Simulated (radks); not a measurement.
**Polarisabilities and dispersion coefficients of F⁺, Ba³⁺, Tm⁺ and others**

Aim: static dipole polarisabilities and C6 coefficients, each species in its NIST ground configuration. After each ground state the linear response is solved; its values go to the run's result record, not to the log. Response by self-consistent Sternheimer equations with the Hartree and adiabatic LDA kernel.

Method: non-relativistic Kohn-Sham, LDA (Slater exchange, Perdew-Wang correlation), spin-polarised, spherical densities, point nucleus; open shells are filled with parallel spins first. Code: radks (a radial shooting solver on a logarithmic mesh, Libxc functionals) version 1.

### 1 What is computed

- species: F⁺ ([He] 2s2 2p4), Ba³⁺ ([Kr] 4d10 5s2 5p5), Tm⁺ ([Xe] 4f13 6s1), Cs ([Xe] 6s1), Eu ([Xe] 4f7 6s2), Er³⁺ ([Xe] 4f11)

In the logs a row gives level, spin channel, occupation and eigenvalue; Etot, Ekin, Encl (electron-nucleus), Eh (Hartree) and Exc are energies, all in hartree; err is the last residual, it the number of iterations.

### 2 F⁺, [He] 2s2 2p4

Input:

```text
Z 9
configuration [He] 2s2 2p4
relativity non-relativistic
functional lda,pw
spin polarised
nucleus point
response adiabatic LDA kernel
```

What it wrote:

```text
1s      1   1.0000         -24.96771977
2s      1   1.0000          -1.78235727
2p      1   3.0000          -1.10317690
1s      2   1.0000         -24.89827598
2s      2   1.0000          -1.64463467
2p      2   1.0000          -0.96251010
Etot -98.44751077879164
Ekin 98.0680085169677
Encl -231.1446897762026
Eh 43.81938707223426
Exc -9.190216591790996
err 1.7478616943383606e-09
it 14
```

2p down is the highest filled level (-26.191 eV). The response step gives α = 1.891 bohr³ (2.333 without the induced potential) and C6 = 3.540 hartree bohr⁶.

From the orbitals of this run (lengths in bohr):

```
  level  occupation  energy (eV)     <r>  outermost maximum (interpolated)  90 % within  nodes
  1s up           1      -679.41  0.1776                             0.115        0.318      0
1s down           1      -677.52  0.1772                             0.115        0.317      0
  2s up           1      -48.500  0.9604                             0.752         1.53      1
2s down           1      -44.753  0.9813                             0.761         1.57      1
  2p up           3      -30.019  0.9661                             0.672         1.65      0
2p down           1      -26.191   1.012                             0.688         1.74      0
```

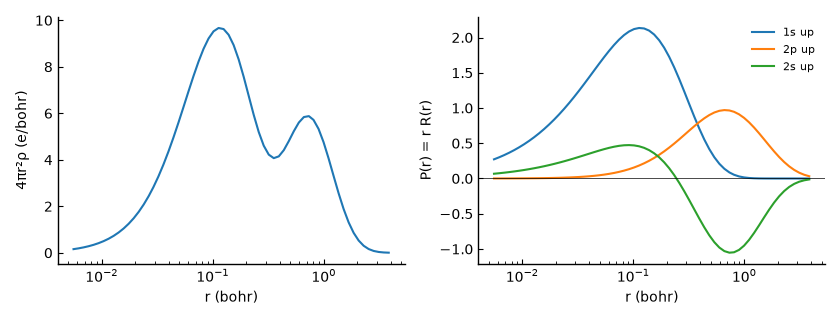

Left: shells in the radial density. Right: radial functions of the outer levels.

### 3 Ba³⁺, [Kr] 4d10 5s2 5p5

Input:

```text
Z 56
configuration [Kr] 4d10 5s2 5p5
relativity non-relativistic
functional lda,pw
spin polarised
nucleus point
response adiabatic LDA kernel
```

What it wrote:

```text
1s      1   1.0000       -1306.69168408
2s      1   1.0000        -201.78665868
2p      1   3.0000        -190.54176025
3s      1   1.0000         -43.29811855
3p      1   3.0000         -38.47593928
3d      1   5.0000         -29.46824748
4s      1   1.0000          -9.18793323
4p      1   3.0000          -7.42795389
4d      1   5.0000          -4.36102274
5s      1   1.0000          -2.03921137
5p      1   3.0000          -1.55872984
1s      2   1.0000       -1306.68940450
2s      2   1.0000        -201.78531944
2p      2   3.0000        -190.53982769
3s      2   1.0000         -43.29600640
3p      2   3.0000         -38.47365326
3d      2   5.0000         -29.46611254
4s      2   1.0000          -9.18345974
4p      2   3.0000          -7.42310031
4d      2   5.0000          -4.35476137
5s      2   1.0000          -2.01290059
5p      2   2.0000          -1.53278148
Etot -7878.198595936641
Ekin 7874.388439194464
Encl -18615.682963289233
Eh 3047.930040993877
Exc -184.8341128357475
err 1.8197784966493995e-09
it 14
```

5p down is the highest filled level (-41.709 eV). The response step gives α = 8.607 bohr³ (14.95 without the induced potential) and C6 = 54.27 hartree bohr⁶.

### 4 Tm⁺, [Xe] 4f13 6s1

Input:

```text
Z 69
configuration [Xe] 4f13 6s1
relativity non-relativistic
functional lda,pw
spin polarised
nucleus point
response adiabatic LDA kernel
```

What it wrote:

```text
1s      1   1.0000       -2022.70699829
2s      1   1.0000        -327.29219838
2p      1   3.0000        -312.74557514
3s      1   1.0000         -73.11753258
3p      1   3.0000         -66.48229171
3d      1   5.0000         -54.07609283
4s      1   1.0000         -14.11611432
4p      1   3.0000         -11.43751421
4d      1   5.0000          -6.60050259
4f      1   7.0000          -0.53187922
5s      1   1.0000          -1.89225498
5p      1   3.0000          -1.19131300
6s      1   1.0000          -0.33094738
1s      2   1.0000       -2022.70664998
2s      2   1.0000        -327.29077865
2p      2   3.0000        -312.74463156
3s      2   1.0000         -73.09695697
3p      2   3.0000         -66.46345672
3d      2   5.0000         -54.06218665
4s      2   1.0000         -14.08307175
4p      2   3.0000         -11.40473326
4d      2   5.0000          -6.56824046
4f      2   6.0000          -0.50271924
5s      2   1.0000          -1.87787647
5p      2   3.0000          -1.17813244
6s      2   0.0000          -0.30100495
Etot -12936.545765916435
Ekin 12931.455645840037
Encl -30783.208602167666
Eh 5180.576635495247
Exc -265.36944508405134
err 1.2422860687900292e-08
it 16
```

Highest occupied level: 6s up at -9.006 eV. The response step gives α = 78.66 bohr³ (106.8 without the induced potential) and C6 = 646.9 hartree bohr⁶.

### 5 Cs, [Xe] 6s1

Input:

```text
Z 55
configuration [Xe] 6s1
relativity non-relativistic
functional lda,pw
spin polarised
nucleus point
response adiabatic LDA kernel
```

What it wrote:

```text
1s      1   1.0000       -1256.73699683
2s      1   1.0000        -191.97991560
2p      1   3.0000        -180.99339893
3s      1   1.0000         -39.84954610
3p      1   3.0000         -35.16438721
3d      1   5.0000         -26.41636521
4s      1   1.0000          -7.45396042
4p      1   3.0000          -5.76733714
4d      1   5.0000          -2.84645138
5s      1   1.0000          -0.91448583
5p      1   3.0000          -0.50412676
6s      1   1.0000          -0.08448717
1s      2   1.0000       -1256.73683223
2s      2   1.0000        -191.97981076
2p      2   3.0000        -180.99330187
3s      2   1.0000         -39.84939994
3p      2   3.0000         -35.16424446
3d      2   5.0000         -26.41623422
4s      2   1.0000          -7.45366059
4p      2   3.0000          -5.76700964
4d      2   5.0000          -2.84603511
5s      2   1.0000          -0.91324775
5p      2   3.0000          -0.50186289
6s      2   0.0000          -0.06729315
Etot -7550.539510952618
Ekin 7546.738126956233
Encl -17904.997534628288
Eh 2988.3314569044514
Exc -180.6115601850133
err 8.897464788777623e-10
it 14
```

Highest occupied level: 6s up at -2.299 eV. The response step gives α = 420.7 bohr³ (507.6 without the induced potential) and C6 = 7280 hartree bohr⁶.

### 6 Eu, [Xe] 4f7 6s2

Changes since step 5:

```diff
@@ -1,3 +1,3 @@
-Z 55
-configuration [Xe] 6s1
+Z 63
+configuration [Xe] 4f7 6s2
 relativity non-relativistic
```

What it wrote:

```text
1s      1   1.0000       -1672.27134733
2s      1   1.0000        -265.16047187
2p      1   3.0000        -252.13735419
3s      1   1.0000         -58.07555287
3p      1   3.0000         -52.28526886
3d      1   5.0000         -41.45664790
4s      1   1.0000         -11.33060403
4p      1   3.0000          -9.08833109
4d      1   5.0000          -5.09530004
4f      1   7.0000          -0.29086110
5s      1   1.0000          -1.47930657
5p      1   3.0000          -0.88193268
6s      1   1.0000          -0.13259912
1s      2   1.0000       -1672.27133915
2s      2   1.0000        -265.15547256
2p      2   3.0000        -252.13435765
3s      2   1.0000         -57.96652455
3p      2   3.0000         -52.18514594
3d      2   5.0000         -41.38242086
4s      2   1.0000         -11.12119851
4p      2   3.0000          -8.88018549
4d      2   5.0000          -4.89033008
4f      2   0.0000          -0.11350226
5s      2   1.0000          -1.38458091
5p      2   3.0000          -0.80737967
6s      2   1.0000          -0.12543966
Etot -10419.996979566955
Ekin 10415.504122899722
Encl -24735.002929878723
Eh 4126.247389704729
Exc -226.74556229268245
err 1.2020432672889807e-08
it 14
```

Highest occupied level: 6s down at -3.413 eV. The response step gives α = 206.7 bohr³ (397.5 without the induced potential) and C6 = 3458 hartree bohr⁶.

### 7 Er³⁺, [Xe] 4f11

Input:

```text
Z 68
configuration [Xe] 4f11
relativity non-relativistic
functional lda,pw
spin polarised
nucleus point
response adiabatic LDA kernel
```

What it wrote:

```text
1s      1   1.0000       -1963.02848577
2s      1   1.0000        -317.56296438
2p      1   3.0000        -303.26570733
3s      1   1.0000         -71.61670669
3p      1   3.0000         -65.12137597
3d      1   5.0000         -52.97449247
4s      1   1.0000         -14.72586047
4p      1   3.0000         -12.11880263
4d      1   5.0000          -7.41932659
4f      1   7.0000          -1.53047197
5s      1   1.0000          -2.71466656
5p      1   3.0000          -1.99565116
1s      2   1.0000       -1963.02849933
2s      2   1.0000        -317.55939193
2p      2   3.0000        -303.26352983
3s      2   1.0000         -71.55432141
3p      2   3.0000         -65.06429355
3d      2   5.0000         -52.93245113
4s      2   1.0000         -14.62439635
4p      2   3.0000         -12.01828185
4d      2   5.0000          -7.32076198
4f      2   4.0000          -1.44131826
5s      2   1.0000          -2.67740492
5p      2   3.0000          -1.96609625
Etot -12492.989655254083
Ekin 12488.058101499195
Encl -29647.366817785613
Eh 4923.987700153566
Exc -257.6686391212316
err 1.2670519367511516e-08
it 15
```

4f down is the highest filled level (-39.220 eV). The response step gives α = 4.940 bohr³ (9.291 without the induced potential) and C6 = 26.30 hartree bohr⁶.

### 8 Summary of results

```
species  −ε(HOMO) (eV)  α (bohr³)  α uncoupled (bohr³)  C6 (hartree bohr⁶)  C8 (hartree bohr⁸)  recommended α (bohr³)
     F⁺         26.191      1.891                2.333               3.540                   -                      -
   Ba³⁺         41.709      8.607                14.95               54.27                   -                      -
    Tm⁺          9.006      78.66                106.8               646.9                   -                      -
     Cs          2.299      420.7                507.6                7280             1369795                  400.9
     Eu          3.413      206.7                397.5                3458                   -                    184
   Er³⁺         39.220      4.940                9.291               26.30                   -                      -
```

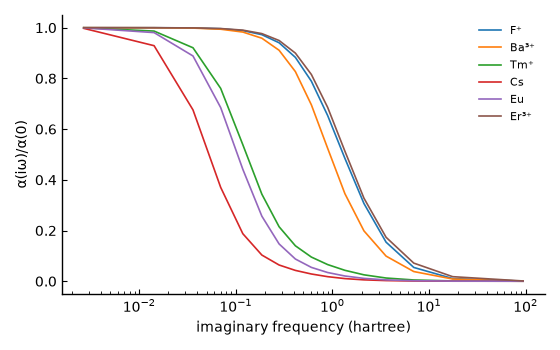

Polarisability at imaginary frequency, each scaled by its static value.

**Reading.** Uncoupled leaves out the potential induced by the response; C6 and C8 are for like pairs. Cs is the most polarisable and F⁺ the least, a factor 223 apart. For the pair Cs–F⁺ the Casimir-Polder integral gives C6 = 77.35, the rule 2·Ca·Cb/(Ca·αb/αa + Cb·αa/αb) on the like-pair values 62.82. Against the recommended values (Schwerdtfeger and Nagle, 2023 table) the misses are Cs +5 %, Eu +12 %. C8 is given only where no p, d or f shell is open. For heavy and open-shell atoms this level can miss by tens of per cent.
